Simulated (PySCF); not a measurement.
C6H10N2Si2

```yaml
atoms:
  - { symbol: N, position_ang: [4.0119, -0.4112, -1.6752] }
  - { symbol: C, position_ang: [3.5669, -0.5473, -0.6310] }
  - { symbol: C, position_ang: [2.9762, -0.7119, 0.6737] }
  - { symbol: C, position_ang: [1.5401, -0.2517, 0.6323] }
  - { symbol: C, position_ang: [0.4725, -1.0498, 0.7325] }
  - { symbol: Si, position_ang: [-1.0973, -0.0091, 0.6224] }
  - { symbol: N, position_ang: [-2.0865, -0.4976, -0.7085] }
  - { symbol: Si, position_ang: [-3.6998, 0.0119, -1.0906] }
  - { symbol: C, position_ang: [-0.0204, 1.5292, 0.3936] }
  - { symbol: C, position_ang: [1.2658, 1.1726, 0.4370] }
  - { symbol: H, position_ang: [3.5484, -0.1123, 1.3894] }
  - { symbol: H, position_ang: [3.0400, -1.7659, 0.9581] }
  - { symbol: H, position_ang: [0.5623, -2.1130, 0.8795] }
  - { symbol: H, position_ang: [-1.9094, 0.0242, 1.8368] }
  - { symbol: H, position_ang: [-1.5765, -0.9001, -1.4792] }
  - { symbol: H, position_ang: [-4.1418, -0.8794, -2.1623] }
  - { symbol: H, position_ang: [-4.4823, -0.1458, 0.1327] }
  - { symbol: H, position_ang: [-3.7498, 1.4100, -1.5315] }
  - { symbol: H, position_ang: [-0.3233, 2.5537, 0.2555] }
  - { symbol: H, position_ang: [2.0978, 1.8563, 0.3317] }
```

Geometry: GFN2-xTB.

All numbers below come from PBE0/pcSseg-1, SCF density, gas phase, non-relativistic in PySCF 2.14.0.

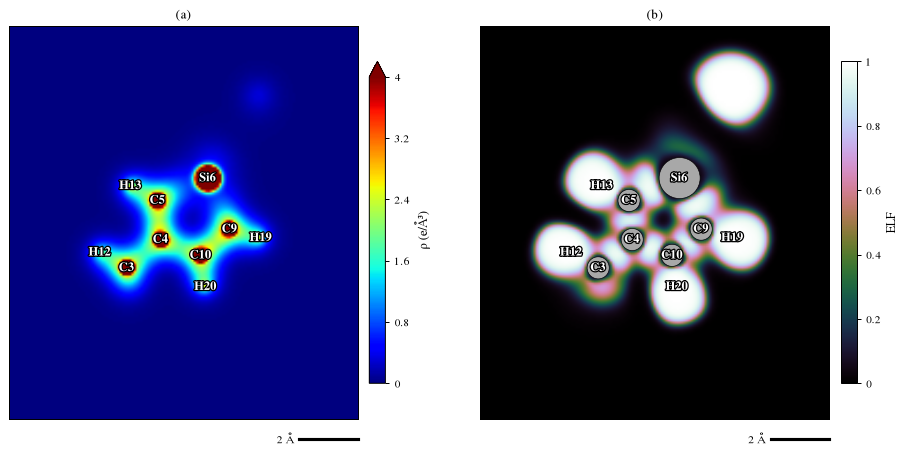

Figure 1. (a) total electron density; (b) electron localisation function on the plane of atoms C4, C5 and Si6. Grey discs cover the atomic cores in the ELF map.

What do the fields say about this system?

The plane passes through C, Si and H nuclei. C–C (1.34 Å): ρ is about 2.3 e/Å³ halfway; the ELF peaks at about 0.90 between the atoms: a multiple bond. C–Si (1.89 Å): the density is about 0.93 e/Å³ at the midpoint; the ELF peaks at about 0.95 between the atoms (localised, covalent bonding). C–C (1.46 Å): ρ at the midpoint is about 1.9 e/Å³; the ELF peaks at about 0.95 between the atoms, as expected for a shared electron pair. C–C (1.51 Å): ρ at the midpoint is about 1.7 e/Å³; the ELF peaks at about 0.95 between the atoms; a covalent bond.

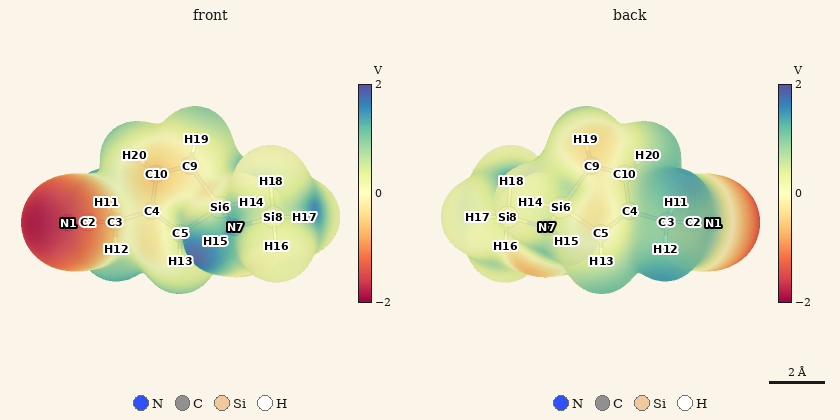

Figure 2. The molecular electrostatic potential painted on the density surface at 0.002 e/bohr³, seen from the front and from behind; red is negative and blue positive.

Describe the electrostatic potential map.

The most negative region (about −1.9 V) lies over N1, the most positive (about +1.8 V) over Si6, Si8 and H15. N1 is the likeliest acceptor of a hydrogen bond.
